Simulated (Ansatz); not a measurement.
Run report: WH$_{2}$Cl$_{2}$F$_{4}$, nudged elastic band (part 2 of 2)

Continued. System: WH$_{2}$Cl$_{2}$F$_{4}$. Method: RKS PBE-D4/def2-SVP (Ansatz 0.2.0). It belongs to a series of runs on one base structure; here: band between the two ends.

Geometry of the input (Å):
```
W  0.0875  -0.0053  -0.0653
F  0.3064  0.6765  1.6955
F  1.9304  -0.0308  -0.4082
F  0.2191  1.8038  -0.5302
F  -1.3999  -0.7913  0.7516
Cl 0.0993  -1.8512  -1.4625
H  -1.1029  0.3058  -1.2272
Cl 1.2694  -2.1838  1.8672
H  1.2238  -1.2244  2.7468
```

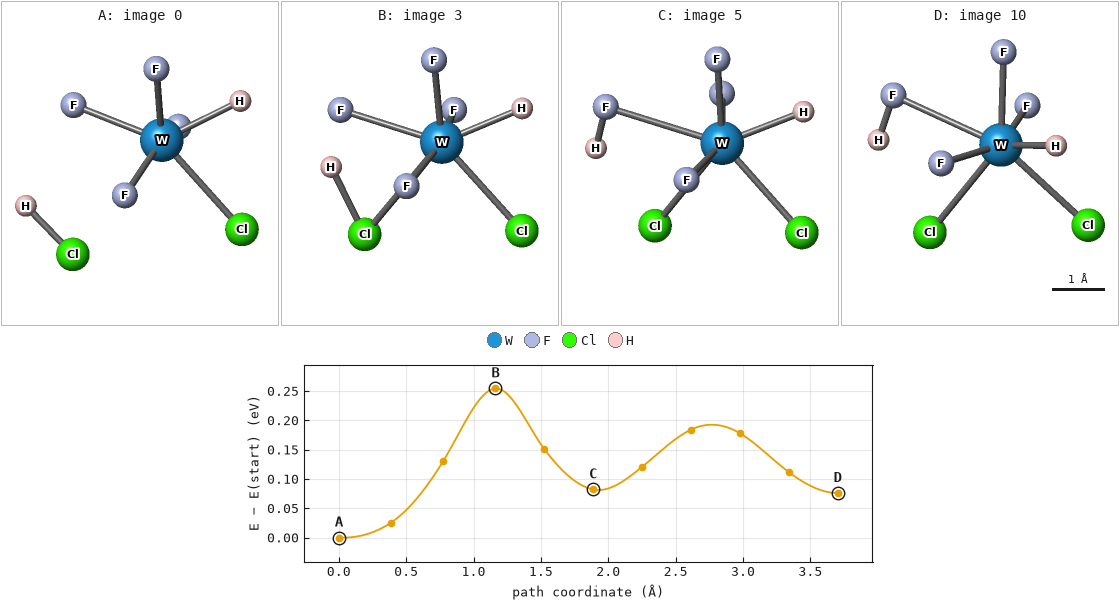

Images of the last band (counted from 0; ball-and-stick, seen at a tilt) above the energy along the path; the line is a cubic interpolation that uses the forces. The highest image is number 3, 0.255 eV above the start and 0.179 eV above the end (the climbing image); the end lies 0.076 eV above the start. The path is 3.70 Å long. The band converged in 24 iterations.

```
Total energy: -37741.47934532 eV, -1386.9737838470 hartree
Atom 0 at     0.163811    -0.198838    -0.005153 Å, force    -0.007393     0.012576     0.003832 eV/Å
Atom 1 at     0.677999     0.502764     1.897782 Å, force    -0.001626     0.012112     0.001329 eV/Å
Atom 2 at     1.962667    -0.035608    -0.484084 Å, force    -0.000584    -0.009316     0.006342 eV/Å
Atom 3 at     0.092890     1.657244    -0.234289 Å, force    -0.010850    -0.003858    -0.005763 eV/Å
Atom 4 at    -1.408449    -0.579840     0.923582 Å, force     0.011561    -0.000451    -0.001419 eV/Å
Atom 5 at     0.094367    -2.000884    -1.435709 Å, force     0.004897    -0.009375    -0.000644 eV/Å
Atom 6 at    -0.975074     0.094449    -1.206366 Å, force    -0.001895     0.015837    -0.002722 eV/Å
Atom 7 at     1.045781    -2.071116     1.704396 Å, force     0.002519    -0.003515     0.005188 eV/Å
Atom 8 at     0.979207    -0.668871     2.207642 Å, force     0.003369    -0.014012    -0.006144 eV/Å
Dipole moment:    -0.053215    -0.110341    -0.043600 e Å
this run last wrote the band of iteration 24 to [file]
```

### The last band as extended XYZ (Å, eV, eV/Å)
```
9
Properties=species:S:1:pos:R:3:forces:R:3 image=0 energy=-37741.73383
W     0.0875   -0.0053   -0.0653   -0.0045  -0.0078  -0.0052
F     0.3064    0.6765    1.6955   -0.0007  -0.0014   0.0035
F     1.9304   -0.0308   -0.4082    0.0036  -0.0012  -0.0036
F     0.2191    1.8038   -0.5302   -0.0008   0.0066  -0.0067
F    -1.3999   -0.7913    0.7516    0.0000  -0.0031   0.0001
Cl    0.0993   -1.8512   -1.4625    0.0038   0.0067   0.0124
H    -1.1029    0.3058   -1.2272    0.0036   0.0020   0.0079
Cl    1.2694   -2.1838    1.8672   -0.0002  -0.0032   0.0021
H     1.2238   -1.2244    2.7468   -0.0049   0.0013  -0.0105
9
Properties=species:S:1:pos:R:3:forces:R:3 image=1 energy=-37741.70824
W     0.1172   -0.0481   -0.0352   -0.0164   0.0290  -0.0157
F     0.4077    0.6151    1.7455   -0.0457   0.0274  -0.0263
F     1.9498   -0.0347   -0.4238   -0.0057  -0.0081   0.0043
F     0.1882    1.7789   -0.4332    0.0285   0.0191  -0.0504
F    -1.3857   -0.7723    0.8065    0.0037  -0.0286  -0.0173
Cl    0.1042   -1.8817   -1.4422   -0.0136   0.0118  -0.0074
H    -1.0620    0.2596   -1.2047   -0.0243   0.0288   0.0062
Cl    1.2167   -2.1726    1.8501    0.0354  -0.0191   0.0278
H     1.0972   -1.0448    2.5049    0.0380  -0.0601   0.0789
9
Properties=species:S:1:pos:R:3:forces:R:3 image=2 energy=-37741.60335
W     0.1461   -0.1116   -0.0064   -0.0254   0.0830  -0.0145
F     0.5413    0.5679    1.8015   -0.1074   0.0905  -0.1039
F     1.9615   -0.0320   -0.4536   -0.0077  -0.0205   0.0122
F     0.1252    1.7297   -0.3258    0.0425   0.0680  -0.1088
F    -1.3979   -0.6854    0.8727    0.0225  -0.0837  -0.0316
Cl    0.1044   -1.9403   -1.4220   -0.0312   0.0344   0.0317
H    -1.0043    0.1735   -1.2036   -0.0426   0.0705   0.0070
Cl    1.1283   -2.1172    1.7905    0.0778  -0.0465   0.1014
H     1.0287   -0.8851    2.3146    0.0714  -0.1957   0.1065
9
Properties=species:S:1:pos:R:3:forces:R:3 image=3 energy=-37741.47927
W     0.1638   -0.1988   -0.0052   -0.0074   0.0126   0.0038
F     0.6780    0.5028    1.8978   -0.0016   0.0121   0.0013
F     1.9627   -0.0356   -0.4841   -0.0006  -0.0093   0.0063
F     0.0929    1.6572   -0.2343   -0.0109  -0.0039  -0.0058
F    -1.4084   -0.5798    0.9236    0.0116  -0.0005  -0.0014
Cl    0.0944   -2.0009   -1.4357    0.0049  -0.0094  -0.0006
H    -0.9751    0.0944   -1.2064   -0.0019   0.0158  -0.0027
Cl    1.0458   -2.0711    1.7044    0.0025  -0.0035   0.0052
H     0.9792   -0.6689    2.2076    0.0034  -0.0140  -0.0061
9
Properties=species:S:1:pos:R:3:forces:R:3 image=4 energy=-37741.58264
W     0.1686   -0.2811   -0.0222   -0.0142  -0.0781  -0.0311
F     0.7819    0.5023    1.9929    0.0895  -0.0074   0.1025
F     1.9596   -0.0262   -0.4917   -0.0017   0.0260   0.0113
F     0.0555    1.5837   -0.1962   -0.0360  -0.0554   0.0603
F    -1.4106   -0.4675    0.9558    0.0127   0.0930   0.0242
Cl    0.1217   -2.0513   -1.4885    0.0310  -0.0255  -0.0685
H    -0.9740    0.0061   -1.2182    0.0048  -0.0814  -0.0227
Cl    0.9388   -2.0955    1.5737   -0.0868  -0.0426  -0.1304
H     0.9917   -0.4712    2.2622    0.0006   0.1714   0.0544
9
Properties=species:S:1:pos:R:3:forces:R:3 image=5 energy=-37741.65169
W     0.1514   -0.3401   -0.0370   -0.0083  -0.0081   0.0058
F     0.9118    0.5451    2.0131    0.0410   0.0245   0.0156
F     1.9401   -0.0148   -0.4861   -0.0116   0.0086   0.0048
F     0.0092    1.5201   -0.2256   -0.0287  -0.0130   0.0114
F    -1.3869   -0.3425    1.0288   -0.0036   0.0250  -0.0097
Cl    0.1977   -2.0468   -1.5842    0.0111  -0.0243  -0.0190
H    -1.0583   -0.1272   -1.1803    0.0102  -0.0095  -0.0120
Cl    0.8015   -2.1281    1.5021   -0.0290  -0.0331  -0.0441
H     1.0666   -0.3665    2.3371    0.0188   0.0299   0.0473
9
Properties=species:S:1:pos:R:3:forces:R:3 image=6 energy=-37741.61344
W     0.1546   -0.3185   -0.0320    0.0055  -0.0008  -0.0095
F     0.8675    0.5106    2.0827    0.0080   0.0145  -0.0176
F     1.9196    0.0528   -0.4943    0.0187  -0.0107   0.0013
F    -0.0658    1.5474   -0.0873    0.0372  -0.0073  -0.0319
F    -1.4399   -0.4294    0.9238    0.0113   0.0195   0.0140
Cl    0.1076   -2.0994   -1.5256    0.0917   0.0343  -0.0452
H    -0.8640   -0.0277   -1.3321   -0.1113  -0.0284   0.0696
Cl    0.8771   -2.1366    1.4569   -0.0467  -0.0098   0.0146
H     1.0764   -0.3999    2.3755   -0.0144  -0.0112   0.0046
9
Properties=species:S:1:pos:R:3:forces:R:3 image=7 energy=-37741.54979
W     0.1472   -0.3034   -0.0175    0.0112   0.0006  -0.0081
F     0.8126    0.4817    2.1309   -0.0028   0.0045  -0.0019
F     1.9045    0.0976   -0.4564    0.0086  -0.0051  -0.0078
F    -0.1465    1.5559   -0.0022    0.0281   0.0029  -0.0100
F    -1.4867   -0.4860    0.8427    0.0081   0.0083   0.0015
Cl   -0.0021   -2.1359   -1.4705    0.0546   0.0155  -0.0165
H    -0.6099    0.0574   -1.4715   -0.0763  -0.0131   0.0275
Cl    0.9587   -2.1353    1.4209   -0.0277  -0.0079   0.0141
H     1.0553   -0.4326    2.3916   -0.0038  -0.0057   0.0013
9
Properties=species:S:1:pos:R:3:forces:R:3 image=8 energy=-37741.55548
W     0.1252   -0.3058   -0.0093   -0.0098  -0.0071  -0.0046
F     0.7789    0.4662    2.1453   -0.0069   0.0025   0.0008
F     1.8892    0.1187   -0.4014   -0.0112   0.0071   0.0116
F    -0.2286    1.5422    0.0366   -0.0341  -0.0077   0.0123
F    -1.5251   -0.5160    0.8127   -0.0109  -0.0089   0.0017
Cl   -0.1533   -2.1496   -1.4256   -0.0674  -0.0069   0.0285
H    -0.3313    0.1161   -1.5682    0.0939   0.0171  -0.0330
Cl    1.0295   -2.1280    1.3859    0.0343   0.0044  -0.0112
H     1.0488   -0.4447    2.3918    0.0121  -0.0006  -0.0060
9
Properties=species:S:1:pos:R:3:forces:R:3 image=9 energy=-37741.62187
W     0.1111   -0.3197   -0.0155   -0.0090  -0.0093  -0.0044
F     0.7394    0.4519    2.1462   -0.0132   0.0006  -0.0047
F     1.8870    0.1512   -0.3283   -0.0048   0.0145   0.0298
F    -0.3145    1.5097    0.0410   -0.0443  -0.0172  -0.0017
F    -1.5374   -0.5422    0.8240   -0.0037  -0.0113   0.0138
Cl   -0.3405   -2.1314   -1.3957   -0.0982   0.0045   0.0215
H    -0.0695    0.1437   -1.6168    0.1200   0.0048  -0.0243
Cl    1.1047   -2.1187    1.3313    0.0430   0.0094  -0.0221
H     1.0529   -0.4452    2.3816    0.0102   0.0041  -0.0078
9
Properties=species:S:1:pos:R:3:forces:R:3 image=10 energy=-37741.65790
W     0.1163   -0.3411   -0.0295   -0.0099   0.0101  -0.0109
F     0.6861    0.4330    2.1624    0.0104  -0.0093   0.0214
F     1.8903    0.2237   -0.2332   -0.0075  -0.0070   0.0063
F    -0.3865    1.4652    0.0047   -0.0008   0.0060  -0.0091
F    -1.5143   -0.5622    0.8646    0.0058   0.0005  -0.0022
Cl   -0.5414   -2.0894   -1.3854   -0.0025   0.0012  -0.0057
H     0.1466    0.1203   -1.6422   -0.0039  -0.0013  -0.0050
Cl    1.1783   -2.1149    1.2382    0.0170  -0.0242   0.0012
H     1.0579   -0.4355    2.3883   -0.0086   0.0240   0.0037
```

### Key numbers

```json
{"quantity": "outcome", "value": "converged"}
{"quantity": "barrier, forward", "value": "0.255 eV"}
{"quantity": "barrier, backward", "value": "0.179 eV"}
{"quantity": "hardware", "value": "4 threads of Arm Neoverse V1, 24 GiB of memory available, shared host"}
{"quantity": "wall time", "value": "8 min (CPU time 30 min)"}
{"quantity": "peak memory", "value": "0.34 GiB"}
```

### Notes

The order of the saddle point was not checked.
